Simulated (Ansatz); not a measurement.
BH4PSn

Input file:

```
crystal:
  periodic: [false, false, false]
  atoms:
    - {symbol: B, position_ang: [1.149419, -1.176732, -0.375333]}
    - {symbol: P, position_ang: [2.274101, -0.125981, 0.919873]}
    - {symbol: Sn, position_ang: [0.130242, 1.056107, 0.468674]}
    - {symbol: H, position_ang: [-0.112312, -0.697934, -0.471543]}
    - {symbol: H, position_ang: [1.484944, -1.188076, -1.537975]}
    - {symbol: H, position_ang: [0.893991, -2.220738, 0.186848]}
    - {symbol: H, position_ang: [2.844304, 0.923755, 0.109095]}
basis:
  gaussian: {orbitals: def2-TZVPD}
hamiltonian: {xc: {name: PBE0}}
output: {forces: true, orbitals: {seedname: orbitals}}
```

Command:

```sh
ansatz run input.yaml --threads 1 --pin off --max-ram 2610MiB --events-out events.jsonl --progress --plain --runs-dir runs
```

Geometry: B3LYP-D3(BJ)/def2-SVP; core potentials replace the inner electrons of Sn.

These are results of isolated molecule in a Gaussian basis; Kohn-Sham density functional theory, functional PBE0 (Ansatz), not measurements.

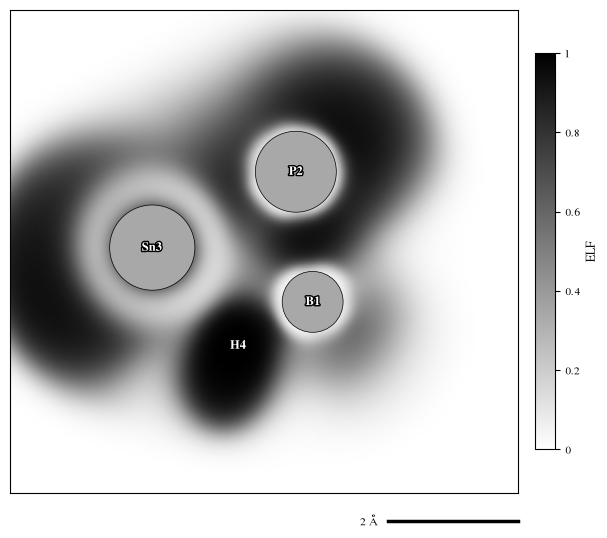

Figure 1. ELF on the plane of atoms B1, Sn3 and P2. Grey discs cover the atomic cores.

Interpret the plot.

- The plane passes through B, P, Sn and H nuclei.
- B–P (2.01 Å): the ELF peaks at about 0.95 between the atoms, as expected for localised, covalent bonding.
- Sn–P (2.49 Å): the ELF peaks at about 0.75 in the valence shell of P, 1.0 Å from its nucleus, and is about 0.60 at the midpoint.
- Sn–B (2.60 Å): the ELF peaks at about 0.55 in the valence shell of B, 0.9 Å from its nucleus, and is about 0.30 at the midpoint.
- Sn–H (2.00 Å): the ELF climbs to about 1 towards the hydrogen.
- The ELF also peaks beside P2, away from the bonds: lone-pair regions.

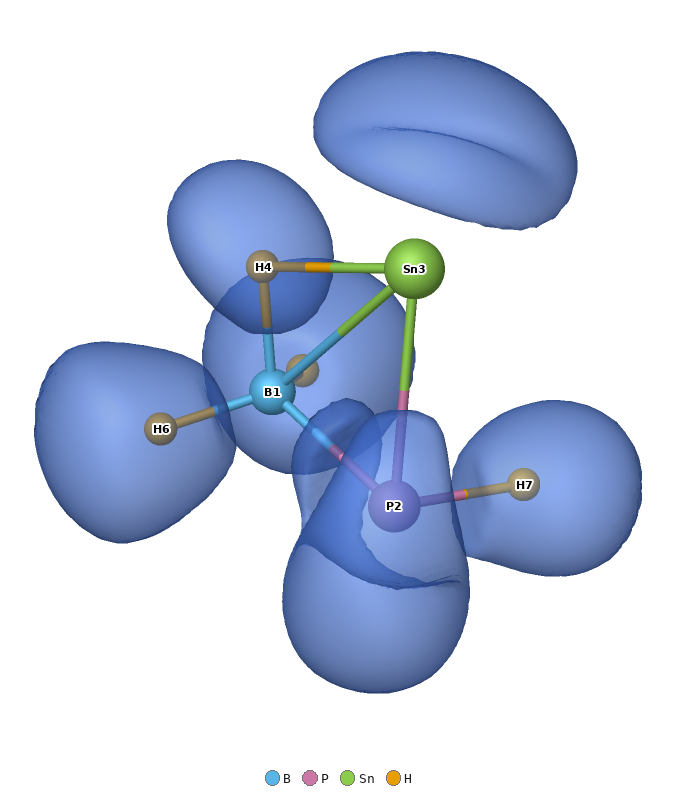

Figure 2. Isosurface of the electron localisation function at 0.8 (blue), seen at a tilt. Only the valence region is drawn (cores and ρ < 0.01 e/Å³ removed).

Describe the localisation domains.

The ELF exceeds this value in four regions around hydrogen nuclei, one region on P in which the atom's valence shell and bonds are merged and one lobe on Sn, pointing away from the bonds (lone pairs).

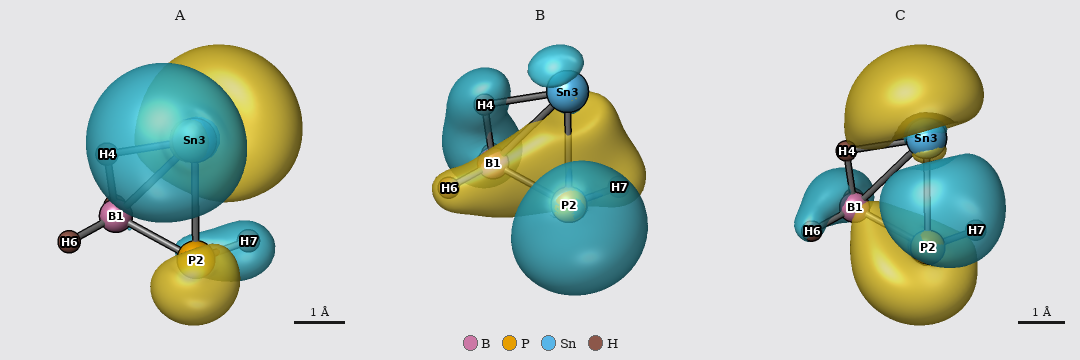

Figure 3. Three frontier orbitals at ±0.08 Å⁻³ᐟ² (yellow and cyan are the two phases), in no order.

Which picture is the HOMO−1, the HOMO and the LUMO?

B is the HOMO−1 (−7.28 eV). It lies mainly on P2 (about 60 %), B1 (about 15 %) and Sn3 (about 10 %). C is the HOMO (−6.76 eV). By Hirshfeld shares it lies mainly on P2 (about 45 %), Sn3 (about 40 %) and B1 (about 5 %). A is the LUMO (−3.29 eV). By Hirshfeld shares it lies mainly on Sn3 (about 85 %) and P2 (about 10 %).

What is the HOMO–LUMO gap?

3.47 eV between the orbital energies.

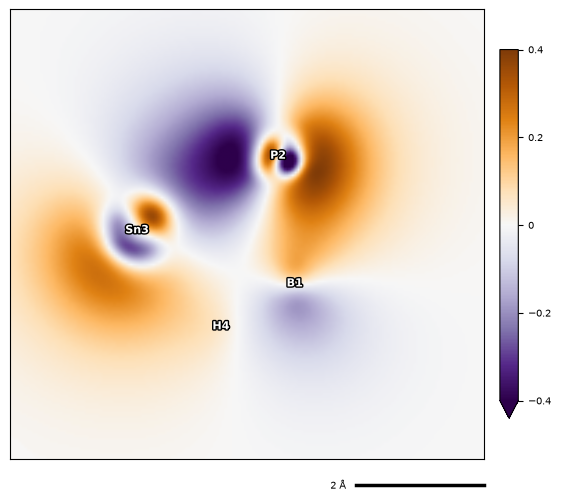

Figure 4. One frontier orbital on the plane of atoms B1, Sn3 and P2 (values in Å⁻³ᐟ²; the overall sign is arbitrary).

Which orbital is it: HOMO or LUMO?

The HOMO, at −6.76 eV. By Hirshfeld shares it lies mainly on P2 (about 45 %), Sn3 (about 40 %) and B1 (about 5 %).
